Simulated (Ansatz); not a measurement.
The starting structures come from a database of crystals and need not be the phases stable at ambient conditions.

 Where the default PAW files enter, the runs use the earlier of Ansatz's two default sets.

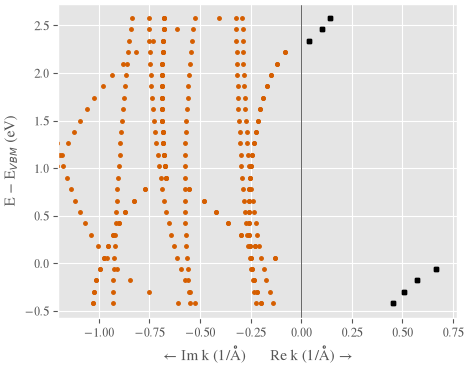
Figure: Complex bands at the centre of the two-dimensional zone; Ansatz (a first-principles code) with PBEsol

No gap correction and no spin-orbit coupling; mid-gap values are interpolated between computed energies.

Q: This is NaTaO₃ (P4/mbm, not sure to be the ambient phase, 10 atoms a cell, 11.9 Å³ an atom) along the normal of (001). Read off the slowest decay at the centre of the two-dimensional zone at 1.14 eV, the computed energy nearest the middle of the gap.

A: κ ≈ 0.24 1/Å, a decay length 1/(2κ) of the density of 2.1 Å.
